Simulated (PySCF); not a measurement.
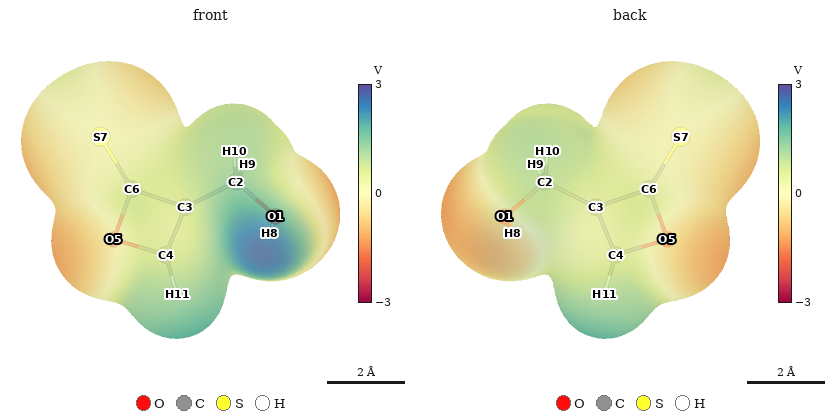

C4H4O2S. The electrostatic potential painted on the density surface at 0.002 e/bohr³, seen from the front and from behind; red is negative and blue positive.

Geometry: GFN2-xTB.

Method: B3LYP/def2-SVPD, SCF density, gas phase in PySCF.

```yaml
atoms:
  - { symbol: O, position_ang: [-1.6639, -1.1257, -0.8250] }
  - { symbol: C, position_ang: [-1.1204, -0.5045, 0.3092] }
  - { symbol: C, position_ang: [0.2391, 0.0465, 0.0754] }
  - { symbol: C, position_ang: [1.1789, 0.0457, -0.8862] }
  - { symbol: O, position_ang: [2.1113, 0.8513, -0.1823] }
  - { symbol: C, position_ang: [1.1796, 0.8851, 0.8528] }
  - { symbol: S, position_ang: [1.2772, 1.6058, 2.2732] }
  - { symbol: H, position_ang: [-1.7245, -0.4850, -1.5423] }
  - { symbol: H, position_ang: [-1.0775, -1.2795, 1.0825] }
  - { symbol: H, position_ang: [-1.7730, 0.3021, 0.6810] }
  - { symbol: H, position_ang: [1.3787, -0.3391, -1.8644] }
```

**Where is the surface potential most negative and most positive?**

The most negative region (about −1.2 V) lies over O1, the most positive (about +2.6 V) over H8. O1 is the likeliest acceptor of a hydrogen bond.

**How polar is the molecule by this calculation?**

Its dipole moment is 2.28 D.
